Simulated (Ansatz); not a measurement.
**How fast states decay through K2LiI2Br**

A new crystal, K2LiI2Br: structure, gap and complex bands. It is built by putting Li for part of the K in the K3I2Br structure of space group P-3m1, with the volume rescaled by atomic radii. The parent structure comes from the Materials Project.

Program: Ansatz 0.2.0. Level of theory: r2SCAN DFT, plane waves, PAW files, in the first sound run; inputs show where later runs differ. Results are calculated unless marked as measured.

The structure was built from a prototype and need not be the compound's stable phase.

## 1. Starting point

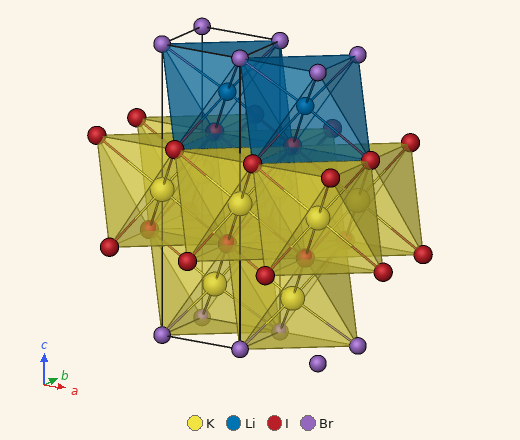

Start, viewed slightly off an axis; potassium yellow, lithium blue, iodine red, bromine purple. 2×1×1 cells are drawn. Bonds to atoms that aren't drawn are left out. Some periodic images of atoms are drawn too.

## 2. Cell and atoms at rest

The substituted atoms don't fit the parent's cell, so cell and atoms relax together. A small smearing keeps the run stable in case the gap closes on the way.

File input.yaml:

```yaml
crystal:
  lattice:
    - [4.6781991181, 0.0, 0.0]
    - [-2.3390995591, 4.0514392802, 0.0]
    - [0.0, 0.0, 11.5003848128]
  atoms:
    - { symbol: K, position: [0.0, 0.0, 0.5] }
    - { symbol: K, position: [0.3333333333, 0.6666666667, 0.15133436] }
    - { symbol: Li, position: [0.6666666667, 0.3333333333, 0.84866564] }
    - { symbol: I, position: [0.3333333333, 0.6666666667, 0.67382773] }
    - { symbol: I, position: [0.6666666667, 0.3333333333, 0.32617227] }
    - { symbol: Br, position: [0.0, 0.0, 0.0] }
kpoints:
  mp_grid: { grid: [6, 6, 2] }
scf:
  occupations: { method: gaussian, width: 0.03 }
hamiltonian:
  xc: r2scan
output:
  forces: true
  stress: true
relax:
  f_tol: 0.02
  max_steps: 60
  cell: {}
```

Command:

```sh
> ansatz run input.yaml --threads 2 --pin off --max-ram 4096MiB --backend cpu --events-out ev --progress --plain --runs-dir out
```

Numbers of over 12 decimals in the logs are rounded to 6 here.

The log of the run:

```text
Engine: ansatz 0.2.0, aarch64-unknown-linux-gnu
Pseudopotentials: kind: paw
Pseudopotential: K, paw, valence charge 9, recommended cutoff 500 eV (meta_gga), K.paw.azcp
Pseudopotential: Li, paw, valence charge 3, recommended cutoff 500 eV (meta_gga), Li.paw.azcp
Pseudopotential: I, paw, valence charge 17, recommended cutoff 500 eV (meta_gga), I.paw.azcp
Pseudopotential: Br, paw, valence charge 7, recommended cutoff 500 eV (meta_gga), Br.paw.azcp
Functional definition: r2SCAN
  parameter k0 = 0.174
  parameter k1 = 0.065
  parameter a1 = 4.9479
  exchange = r2scan_x(k0 = k0, k1 = k1, a1 = a1)
  correlation = r2scan_c
Crystal: 6 atoms, lattice volume = 217.972 Å³
Basis set: ecut = 500 eV, 5543 PW (Γ), exchange–correlation on 144×144×360 points (64 copies of the dense FFT grid, shifted against one another)
Bands: 38, of which v1, the nominal top of the filled ones, is band 31 counted from 1 (30 counted from 0)
Symmetry: 6 space group operations
Space group: P3m1 (ITA 156), of the structure as read, at distance tolerance 6.0e-5 Å
k-points: 14 of 72 (time reversal used)
Non-local potential: K, projectors of the file, l = 0: 3, l = 1: 2, l = 2: 2
Non-local potential: Li, projectors of the file, l = 0: 3, l = 1: 2, l = 2: 1
Non-local potential: I, projectors of the file, l = 0: 2, l = 1: 2, l = 2: 2, l = 3: 2
Non-local potential: Br, projectors of the file, l = 0: 2, l = 1: 2, l = 2: 2
PAW form: soft (Blöchl's): semilocal exchange-correlation on the pseudo side does not see the compensation charge
PAW frozen core: K, regenerated for the run's functional (the file was generated under x = pbe(κ = 0.804, μ = 0.219515), c = pbe(β = 0.066725))
PAW frozen core: I, regenerated for the run's functional (the file was generated under x = pbe(κ = 0.804, μ = 0.219515), c = pbe(β = 0.066725))
PAW frozen core: Br, regenerated for the run's functional (the file was generated under x = pbe(κ = 0.804, μ = 0.219515), c = pbe(β = 0.066725))
PAW one-centre angular grid: K, 302 points (default); XC on 160 Gauss nodes
PAW one-centre angular grid: Li, 302 points (default); XC on 327 of its mesh's 2665 points in the sphere
PAW one-centre angular grid: I, 590 points (default); XC on 160 Gauss nodes
PAW one-centre angular grid: Br, 302 points (default); XC on 160 Gauss nodes
Initial density: superposition of atomic densities (neutral atoms: chi_scale 0, normalization atom), corrected by the library's trained network
Initial wavefunctions: pseudopotential atomic-orbital guess
Functional: x = r2scan, c = r2scan; τ floored in thin density (d = 2e-4 eV/Å³)
SCF iter   1: F=—  HF=-21148.576362 eV  |F-HF|=—  |Δ(HF+E_count)|=         —  Δρ=2.54e-3  dr2=1.44e-2  dr2_τ=3.59e-3  ethr=1.77e-3  ⟨swp⟩=11.0  Hψ=2954  notcnv=0
preconditioner: auto → Resta (q_TF=auto, 2.213 Å⁻¹)  ε∞=2.3  [insulator: Δε(μ)=4.245 eV  Ē_g=13.275 eV  σ=0.030 eV  W_gap=1.00  n_scr=38 (ndim 8)  ℏωp=15.1 eV  f_vac=0.066  D(μ)=0.00/eV (n_scr^D=0)  ε∞_Penn≈2.3]
SCF iter   2: F=—  HF=-21148.607830 eV  |F-HF|=—  |Δ(HF+E_count)|=   3.15e-2  Δρ=1.22e-3  dr2=2.86e-3  dr2_τ=9.75e-5  ethr=2.32e-5  ⟨swp⟩=3.2  Hψ=1210  notcnv=0  defer=30
SCF iter   3: F=—  HF=-21148.607962 eV  |F-HF|=—  |Δ(HF+E_count)|=   1.32e-4  Δρ=2.97e-4  dr2=2.28e-4  dr2_τ=1.18e-5  ethr=4.62e-6  ⟨swp⟩=2.0  Hψ=1004  notcnv=0  defer=16
automatic band count: iteration 3 solves 37 bands in place of 38: the levels show a gap, and the empty bands left out lie too high to hold charge; the band table lists the bands solved (type scf.n_extra_bands for more)
SCF iter   4: F=—  HF=-21148.608062 eV  |F-HF|=—  |Δ(HF+E_count)|=   1.01e-4  Δρ=9.99e-5  dr2=3.17e-5  dr2_τ=1.22e-6  ethr=3.67e-7  ⟨swp⟩=2.0  Hψ=936  notcnv=0  defer=16
SCF iter   5: F=—  HF=-21148.608021 eV  |F-HF|=—  |Δ(HF+E_count)|=   4.13e-5  Δρ=2.24e-5  dr2=1.59e-6  dr2_τ=8.13e-8  ethr=5.11e-8  ⟨swp⟩=2.0  Hψ=939  notcnv=0  defer=16
SCF iter   6: F=—  HF=-21148.608022 eV  |F-HF|=—  |Δ(HF+E_count)|=   1.01e-6  Δρ=5.95e-6  dr2=1.12e-7  dr2_τ=4.17e-9  ethr=2.56e-9  ⟨swp⟩=2.0  Hψ=936  notcnv=0  defer=16
SCF iter   7: F=-21148.608022 eV  HF=-21148.608022 eV  |F-HF|=6.50e-9  |Δ(HF+E_count)|=   1.87e-8  Δρ=2.09e-6  dr2=1.60e-8  dr2_τ=6.15e-10  ethr=1.61e-10  ⟨swp⟩=4.8  Hψ=1728  notcnv=0
SCF 1 converged in 7 iterations: F = -21148.608022 eV  dr2 = 1.60e-8
  greatest PAW one-centre occupation: 0.999 electrons in one spin orbital (limit 2), on the Li atom at site 2 (counted from 0), in its partial waves of l = 0
relax step   1: F+E_penalty+E_count = -21148.60802200 eV  Δ(F+E_penalty+E_count) = +0.000e0 eV  max|allowed force component| = 7.607e-1 eV/Å  Δτ_max = 0.0000 Å  P = +0.481 GPa  Ω = 217.972 Å³  (7 SCF iters, dr2 threshold 1.00e-7 eV, accepted)
Crystal: 6 atoms, lattice volume = 218.253 Å³
Initial density: handed on by an earlier stage of this run
Initial wavefunctions: those handed on with the density
iter 1 solved again at ethr=8.04e-5 eV; its pass at ethr=3.10e-3 eV (dr2=4.99e-2 eV) is discarded
SCF iter   1: F=—  HF=-21148.658488 eV  |F-HF|=—  |Δ(HF+E_count)|=         —  Δρ=5.31e-3  dr2=5.17e-2  dr2_τ=7.91e-1  ethr=8.04e-5  ⟨swp⟩=2.6  Hψ=2875  notcnv=0
automatic band count: iteration 1 solves 36 bands in place of 38: the levels show a gap, and the empty bands left out lie too high to hold charge; the band table lists the bands solved (type scf.n_extra_bands for more)
preconditioner: auto → Resta (q_TF=auto, 2.212 Å⁻¹)  ε∞=2.4  [insulator: Δε(μ)=4.252 eV  Ē_g=12.866 eV  σ=0.030 eV  W_gap=1.00  n_scr=38 (ndim 8)  ℏωp=15.1 eV  f_vac=0.066  D(μ)=0.00/eV (n_scr^D=0)  ε∞_Penn≈2.4]
SCF iter   2: F=—  HF=-21148.807454 eV  |F-HF|=—  |Δ(HF+E_count)|=   1.49e-1  Δρ=2.98e-3  dr2=1.41e-2  dr2_τ=5.41e-4  ethr=8.04e-5  ⟨swp⟩=4.1  Hψ=987  notcnv=0
SCF iter   3: F=—  HF=-21148.805732 eV  |F-HF|=—  |Δ(HF+E_count)|=   1.72e-3  Δρ=7.57e-4  dr2=2.74e-3  dr2_τ=8.29e-5  ethr=2.28e-5  ⟨swp⟩=2.9  Hψ=1068  notcnv=0  defer=4
SCF iter   4: F=—  HF=-21148.805252 eV  |F-HF|=—  |Δ(HF+E_count)|=   4.80e-4  Δρ=2.59e-4  dr2=3.52e-4  dr2_τ=4.77e-6  ethr=4.42e-6  ⟨swp⟩=2.0  Hψ=928  notcnv=0  defer=5
SCF iter   5: F=—  HF=-21148.805186 eV  |F-HF|=—  |Δ(HF+E_count)|=   6.62e-5  Δρ=5.22e-5  dr2=1.70e-5  dr2_τ=8.11e-7  ethr=5.68e-7  ⟨swp⟩=2.0  Hψ=653  notcnv=0  defer=5
SCF iter   6: F=—  HF=-21148.805185 eV  |F-HF|=—  |Δ(HF+E_count)|=   6.36e-7  Δρ=2.13e-5  dr2=1.24e-6  dr2_τ=3.72e-8  ethr=2.74e-8  ⟨swp⟩=2.9  Hψ=931  notcnv=0  defer=5
SCF iter   7: F=-21148.805185 eV  HF=-21148.805185 eV  |F-HF|=8.30e-8  |Δ(HF+E_count)|=   1.71e-7  Δρ=5.72e-6  dr2=1.24e-7  dr2_τ=3.30e-9  ethr=9.68e-10  ⟨swp⟩=5.0  Hψ=1822  notcnv=0
SCF 2 converged in 7 iterations: F = -21148.805185 eV  dr2 = 1.24e-7
relax step   2: F+E_penalty+E_count = -21148.80518518 eV  Δ(F+E_penalty+E_count) = -1.972e-1 eV  max|allowed force component| = 3.949e-1 eV/Å  Δτ_max = 0.1949 Å  P = +0.034 GPa  Ω = 218.253 Å³  energy of the carried Pulay correction = -2.834e-5 eV  (7 SCF iters, dr2 threshold 6.00e-7 eV, accepted)
Crystal: 6 atoms, lattice volume = 215.906 Å³
Basis set: ecut = 500 eV, 5509 PW (Γ), exchange–correlation on 144×144×360 points (64 copies of the dense FFT grid, shifted against one another)
iter 1 solved again at ethr=1.40e-4 eV; its pass at ethr=3.10e-3 eV (dr2=8.65e-2 eV) is discarded
SCF iter   1: F=—  HF=-21148.812093 eV  |F-HF|=—  |Δ(HF+E_count)|=         —  Δρ=6.31e-3  dr2=8.88e-2  dr2_τ=1.16e0  ethr=1.40e-4  ⟨swp⟩=2.4  Hψ=3004  notcnv=0
automatic band count: iteration 1 solves 36 bands in place of 38: the levels show a gap, and the empty bands left out lie too high to hold charge; the band table lists the bands solved (type scf.n_extra_bands for more)
preconditioner: auto → Resta (q_TF=auto, 2.216 Å⁻¹)  ε∞=2.4  [insulator: Δε(μ)=4.232 eV  Ē_g=12.911 eV  σ=0.030 eV  W_gap=1.00  n_scr=38 (ndim 8)  ℏωp=15.2 eV  f_vac=0.069  D(μ)=0.00/eV (n_scr^D=0)  ε∞_Penn≈2.4]
SCF iter   2: F=—  HF=-21148.892927 eV  |F-HF|=—  |Δ(HF+E_count)|=   8.08e-2  Δρ=3.15e-3  dr2=1.57e-2  dr2_τ=1.20e-3  ethr=1.40e-4  ⟨swp⟩=4.1  Hψ=992  notcnv=0
SCF iter   3: F=—  HF=-21148.891060 eV  |F-HF|=—  |Δ(HF+E_count)|=   1.87e-3  Δρ=8.97e-4  dr2=1.81e-3  dr2_τ=6.28e-5  ethr=2.53e-5  ⟨swp⟩=3.1  Hψ=991  notcnv=0  defer=1
SCF iter   4: F=—  HF=-21148.891024 eV  |F-HF|=—  |Δ(HF+E_count)|=   3.56e-5  Δρ=3.26e-4  dr2=2.90e-4  dr2_τ=5.77e-6  ethr=2.92e-6  ⟨swp⟩=2.0  Hψ=891  notcnv=0  defer=1
SCF iter   5: F=—  HF=-21148.891028 eV  |F-HF|=—  |Δ(HF+E_count)|=   4.53e-6  Δρ=5.63e-5  dr2=1.25e-5  dr2_τ=6.75e-7  ethr=4.69e-7  ⟨swp⟩=2.0  Hψ=669  notcnv=0  defer=1
SCF iter   6: F=—  HF=-21148.891030 eV  |F-HF|=—  |Δ(HF+E_count)|=   1.97e-6  Δρ=2.09e-5  dr2=1.06e-6  dr2_τ=3.69e-8  ethr=2.01e-8  ⟨swp⟩=2.0  Hψ=902  notcnv=0  defer=1
SCF iter   7: F=-21148.891031 eV  HF=-21148.891031 eV  |F-HF|=9.11e-8  |Δ(HF+E_count)|=   3.42e-7  Δρ=5.79e-6  dr2=1.36e-7  dr2_τ=3.54e-9  ethr=9.68e-10  ⟨swp⟩=5.0  Hψ=1799  notcnv=0
SCF 3 converged in 7 iterations: F = -21148.891031 eV  dr2 = 1.36e-7
relax step   3: F+E_penalty+E_count = -21148.89103067 eV  Δ(F+E_penalty+E_count) = -8.585e-2 eV  max|allowed force component| = 8.373e-2 eV/Å  Δτ_max = 0.1938 Å  P = -0.041 GPa  Ω = 215.906 Å³  energy of the carried Pulay correction = +2.096e-4 eV  (7 SCF iters, dr2 threshold 6.00e-7 eV, accepted)
[...]
relax step   4: F+E_penalty+E_count = -21148.89517283 eV  Δ(F+E_penalty+E_count) = -4.142e-3 eV  max|allowed force component| = 2.909e-2 eV/Å  Δτ_max = 0.0274 Å  P = -0.025 GPa  Ω = 215.296 Å³  energy of the carried Pulay correction = +2.719e-4 eV  (6 SCF iters, dr2 threshold 4.38e-7 eV, accepted)
[...]
relax step   5: F+E_penalty+E_count = -21148.89640657 eV  Δ(F+E_penalty+E_count) = -1.234e-3 eV  max|allowed force component| = 2.230e-2 eV/Å  Δτ_max = 0.0125 Å  P = -0.029 GPa  Ω = 215.238 Å³  energy of the carried Pulay correction = +2.778e-4 eV  (5 SCF iters, dr2 threshold 5.29e-8 eV, accepted)
[...]
relax step   6: F+E_penalty+E_count = -21148.89667686 eV  Δ(F+E_penalty+E_count) = -2.703e-4 eV  max|allowed force component| = 1.805e-3 eV/Å  Δτ_max = 0.0096 Å  P = -0.003 GPa  Ω = 214.822 Å³  energy of the carried Pulay correction = +3.204e-4 eV  (6 SCF iters, dr2 threshold 3.11e-8 eV, accepted)
Initial wavefunctions: pseudopotential atomic-orbital guess (no wavefunctions were taken with the density)
iter 1 solved again at ethr=4.29e-7 eV; its pass at ethr=3.10e-3 eV (dr2=2.66e-4 eV) is discarded
SCF iter   1: F=—  HF=-21148.896350 eV  |F-HF|=—  |Δ(HF+E_count)|=         —  Δρ=6.75e-5  dr2=2.92e-7  dr2_τ=7.00e-7  ethr=4.29e-7  ⟨swp⟩=3.6  Hψ=4300  notcnv=0
eigensolver tolerance schedule: the retry pair's looser diagonalisation over-reported the residual by 910.31 of it (diagonalisation noise at 0.14 of the residual, at the tolerance the schedule requests for it); recorded, not acted on — ethr = c·dr2/N_el stays at c = 1.0e-1
preconditioner: auto → Resta (q_TF=auto, 2.218 Å⁻¹)  ε∞=2.3  [insulator: Δε(μ)=4.327 eV  Ē_g=13.399 eV  σ=0.030 eV  W_gap=1.00  n_scr=38 (ndim 8)  ℏωp=15.2 eV  f_vac=0.073  D(μ)=0.00/eV (n_scr^D=0)  ε∞_Penn≈2.3]
SCF iter   2: F=—  HF=-21148.896411 eV  |F-HF|=—  |Δ(HF+E_count)|=   6.05e-5  Δρ=3.41e-5  dr2=7.78e-8  dr2_τ=9.00e-7  ethr=4.70e-10  ⟨swp⟩=3.1  Hψ=1128  notcnv=0
SCF iter   3: F=—  HF=-21148.896401 eV  |F-HF|=—  |Δ(HF+E_count)|=   9.49e-6  Δρ=2.26e-6  dr2=8.49e-9  dr2_τ=3.40e-9  ethr=1.26e-10  ⟨swp⟩=2.0  Hψ=966  notcnv=0
SCF iter   4: F=—  HF=-21148.896401 eV  |F-HF|=—  |Δ(HF+E_count)|=   1.28e-8  Δρ=5.76e-7  dr2=7.87e-10  dr2_τ=1.46e-10  ethr=1.37e-11  ⟨swp⟩=2.0  Hψ=952  notcnv=0
SCF iter   5: F=-21148.896401 eV  HF=-21148.896401 eV  |F-HF|=1.56e-10  |Δ(HF+E_count)|=   1.87e-9  Δρ=1.33e-7  dr2=2.41e-11  dr2_τ=4.84e-12  ethr=1.00e-12  ⟨swp⟩=4.0  Hψ=2408  notcnv=0
SCF 7 converged in 5 iterations: F = -21148.896401 eV  dr2 = 2.41e-11
relax step   7: F+E_penalty+E_count = -21148.89640133 eV  Δ(F+E_penalty+E_count) = +2.755e-4 eV  max|allowed force component| = 1.798e-3 eV/Å  Δτ_max = 0.0000 Å  P = -0.004 GPa  Ω = 214.822 Å³  stress off target by 7.42e-3 GPa  SCF on the basis re-selected at this cell (its energy is not comparable with the rows above)  (5 SCF iters)
basis re-selected at this cell: Δ(F+E_penalty+E_count) = +2.755e-4 eV, ΔP = -0.001 GPa vs the last step (what re-selecting the basis moved, of the pressure what is left beyond the Pulay correction that the steps carried, after the strain that the cell walked since its last selection, with what the two solves' SCF thresholds leave and, on support functions, any second-order correction that the steps lacked; it is no m [...]
SCF converged after 5 iterations
Free energy (F): -21148.896401 eV
Harris-Foulkes:  -21148.896401 eV  (|F-HF|=1.56e-10)
Internal energy: -21148.896401 eV  (E = F + TS)
E sigma→0 (E₀):  -21148.896401 eV
Fermi energy:    4.458310 eV
--- Per-component energies (eV) ---
  E_band       = -1187.032406
  E_kinetic    = 1041.424556
  E_local      = -6155.467487  (includes V_loc(G=0)·N_el)
  E_nonlocal   = -118.296980
  E_hartree    = 2858.983538
  E_xc         = -772.030346
  E_vxc        = -783.045864  (∫ρ·V_xc dr)
  E_paw        = -13546.988665  (= ΣΔE_a)
  E_vpaw       = -935.270470  (= ΣTr[D̂ρ^β])
  E_aug_tail   = -0.000168  (compensation charges beyond the density's cutoff)
  E_vtau       = 45.656848  (kinetic-family band-sum trace: ∫τ·v_τ [+ j·A + Jᵃ·Aᵃ] dr)
  E_ewald      = -4456.116391
  E_core_change = -0.404458  (= ΣΔE_core)
  E_smearing   = -0.000000  (= −TS)
  E_closure    = 0.000000  (closes the sum)
  Σ components = -21148.896401   (vs F -21148.896401, Δ=0.00e0)
--- Forces (eV/Å), atoms counted from 1 ---
  atom   1  K      0.00000000     0.00000000    -0.00070370
  atom   2  K      0.00000000     0.00000000     0.00024462
  atom   3  Li     0.00000000     0.00000000     0.00141763
  atom   4  I     -0.00000000    -0.00000000     0.00048947
  atom   5  I      0.00000000     0.00000000     0.00034731
  atom   6  Br    -0.00000000     0.00000000    -0.00179898
  max |Σ_I F_I| component: 3.64e-6 eV/Å
--- Stress (GPa, compression-positive) ---
       -0.007422      -0.000000       0.000000
       -0.000000      -0.007422       0.000000
        0.000000       0.000000       0.002137
  P = ⅓ Tr σ = -0.0042 GPa (-0.042 kbar)
--- Relaxed structure (6 steps of the walk, 6 accepted, 1 SCFs on fresh bases) ---
  F+E_penalty+E_count = -21148.89640133 eV   max|allowed force component| = 1.798e-3 eV/Å   (the final SCF, on the basis selected at the relaxed cell)
  cell:  # Å, volume = 214.8218 Å³
    - [4.606493, 2.842490241953333e-11, 0]
    - [-2.303246, 3.989340, 0]
    - [0, 0, 11.689799]
  atoms:
    - { symbol: K, position: [0, 0, 0.515075] }
    - { symbol: K, position: [0.333333, 0.666667, 0.134875] }
    - { symbol: Li, position: [0.666667, 0.333333, 0.842242] }
    - { symbol: I, position: [0.333333, 0.666667, 0.709215] }
    - { symbol: I, position: [0.666667, 0.333333, 0.327119] }
    - { symbol: Br, position: [0, 0, -0.028526] }
```

Wall time 58 s (2 threads of Arm Neoverse V2, shared host); peak memory 0.91 GiB.

Relaxation path:

```csv
step,energy less that of the first step (eV),largest force component (eV/Å),pressure (GPa),volume (Å³)
1,0.0000,0.7607,0.48,217.97
2,-0.1972,0.3949,0.03,218.25
3,-0.2830,0.0837,-0.04,215.91
4,-0.2872,0.0291,-0.02,215.30
5,-0.2884,0.0223,-0.03,215.24
6,-0.2887,0.0018,0.00,214.82
7*,-0.2884,0.0018,0.00,214.82
```

Relaxation steps marked * repeat the geometry before them on a plane-wave basis chosen anew for their cell, so energy and pressure can jump there.

The run keeps the 6 symmetry operations that it works with, so distortions that break them were not tested.

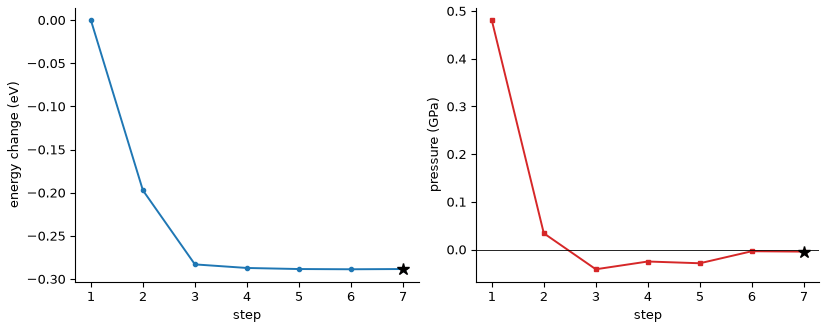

Energy and pressure along the relaxation. Stars mark steps on a basis chosen anew.

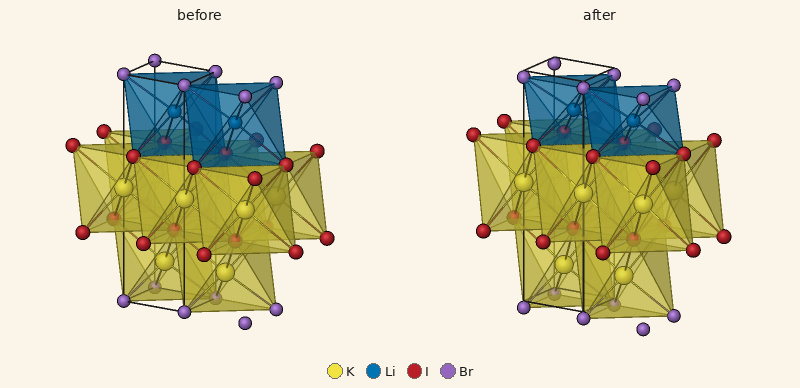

The structure before and after the relaxation, drawn at the same scale. Bonds to atoms that aren't drawn are left out.

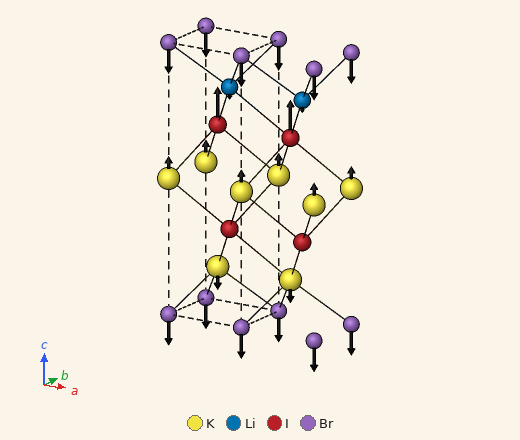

Displacements in the relaxation, exaggerated, measured against the changing cell; the longest in the cell stands for 0.41 Å. Bonds to atoms that aren't drawn are left out. 2×1×1 cells are drawn. Some periodic images of atoms are drawn too.

| conventional cell, symmetrised | before | after | change |
| --- | --- | --- | --- |
| a (Å) | 4.678 | 4.606 | -1.5 % |
| b (Å) | 4.678 | 4.606 | -1.5 % |
| c (Å) | 11.500 | 11.690 | +1.6 % |
| volume (Å³/atom) | 36.33 | 35.80 | -1.4 % |

The atoms that moved most (Å, as changes of fractional coordinates times the final cell):

```
atom     dx     dy      dz  length
  I4  0.000  0.000   0.414   0.414
 Br6  0.000  0.000  -0.333   0.333
  K2  0.000  0.000  -0.192   0.192
  K1  0.000  0.000   0.176   0.176
 Li3  0.000  0.000  -0.075   0.075
  I5  0.000  0.000   0.011   0.011
```

This step gave:

```
free energy  : -21148.8964 eV
Fermi energy : 4.458 eV
pressure     : -0.004235 GPa
```

The largest force component on a free atom ends at 0.0018 eV/Å.

[end of part 1 of 3]

[Logs are printed without paths, hosts, clocks, repeated set-up lines and the standing remarks that a program may print on its own settings, such as how far it seeks lower states.]

[Hosts, paths, dates, database ids (printed as entryN), source tags and the programs' standing remarks are cut or masked in the printed files.]

[New means built here by substitution; the compound itself may be known and measured.]
